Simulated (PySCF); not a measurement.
Geometry relaxation, with input and output: N$_{2}$

- system: N$_{2}$
- method: PBE0-D3(BJ)/def2-SVP geometry optimisation, gas phase (PySCF 2.14.0)

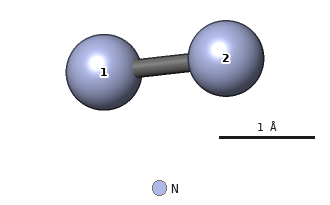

Figure 1. The input geometry (ball-and-stick view, seen at a tilt; atoms are numbered from 1 in the order of the input).

Results in brief

- outcome: converged
- total energy: −109.315467 hartree
- dipole moment: 0.00 D
- point group: D*h
- hardware: 1 CPU thread, shared host
- wall time: 1.1 s
- peak memory: 0.24 GiB

Input file
```
{"job": {"xc": "PBE0", "basis": "def2-SVP", "d3": "d3bj", "grid": 1, "kind": "geom"}, "charge": 0, "multiplicity": 1}
N      0.730000     0.000000     0.000000
N     -0.730000     0.000000     0.000000
```

The first line tells a small driver script what to run in PySCF; the rest is the geometry in Å.

Launch command:
```bash
OMP_NUM_THREADS=1 python <driver script> task.json out
```

Log
```
step   0  E = -109.13128771  max force = 0.351516
step   1  E = -109.26003970  max force = 0.298801
step   2  E = -109.25657665  max force = 0.594566
step   3  E = -109.31421493  max force = 0.062016
step   4  E = -109.31530068  max force = 0.023286
step   5  E = -109.31546642  max force = 0.001832
step   6  E = -109.31546732  max force = 0.000053
optimisation converged
```

Trajectory as extended XYZ (Å, eV, eV/Å), 7 frames, from step=0 to step=6
```
2
Properties=species:S:1:pos:R:3:forces:R:3 step=0 energy=-2969.61360
N     0.7300    0.0000    0.0000  -18.0757   0.0000   0.0000
N    -0.7300    0.0000    0.0000   18.0757   0.0000   0.0000
2
Properties=species:S:1:pos:R:3:forces:R:3 step=1 energy=-2973.11712
N     0.6300    0.0000    0.0000  -15.3650   0.0000   0.0000
N    -0.6300    0.0000    0.0000   15.3650   0.0000   0.0000
2
Properties=species:S:1:pos:R:3:forces:R:3 step=2 energy=-2973.02288
N     0.4886    0.0000    0.0000   30.5738   0.0000   0.0000
N    -0.4886    0.0000    0.0000  -30.5738   0.0000   0.0000
2
Properties=species:S:1:pos:R:3:forces:R:3 step=3 energy=-2974.59130
N     0.5593    0.0000    0.0000   -3.1890   0.0000   0.0000
N    -0.5593    0.0000    0.0000    3.1890   0.0000   0.0000
2
Properties=species:S:1:pos:R:3:forces:R:3 step=4 energy=-2974.62084
N     0.5526    0.0000    0.0000   -1.1974   0.0000   0.0000
N    -0.5526    0.0000    0.0000    1.1974   0.0000   0.0000
2
Properties=species:S:1:pos:R:3:forces:R:3 step=5 energy=-2974.62536
N     0.5486    0.0000    0.0000    0.0942   0.0000   0.0000
N    -0.5486    0.0000    0.0000   -0.0942   0.0000   0.0000
2
Properties=species:S:1:pos:R:3:forces:R:3 step=6 energy=-2974.62538
N     0.5489    0.0000    0.0000   -0.0027   0.0000   0.0000
N    -0.5489    0.0000    0.0000    0.0027   0.0000   0.0000
```

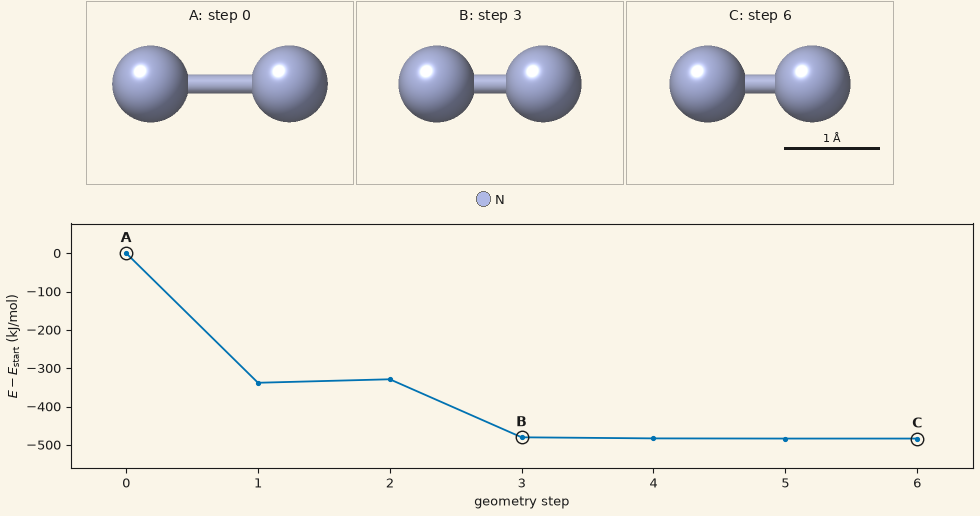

Figure 2. Frames of the relaxation (ball-and-stick view, seen at a tilt) above the curves, on which the letters mark them (steps are counted from 0).

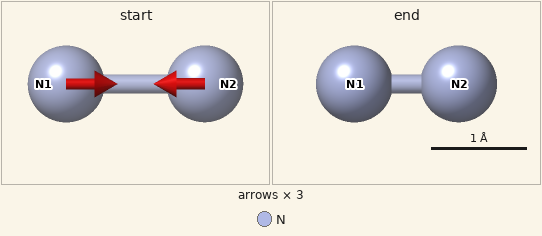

Figure 3. Before (left) and after (right) the relaxation, at one scale (ball-and-stick view, seen at a tilt). The red arrows give the displacements, magnified 3 times. After 6 geometry steps the energy has fallen by 483.6 kJ/mol. Largest force component: 18 eV/Å at the start, 0.0027 eV/Å at the end. The largest moves after the best rigid fit, 0.18 Å, are those of N1 and N2. Among the contacts that change: N1–N2 1.460 → 1.098 Å. (Atoms are counted from 1 in the order of the input.)
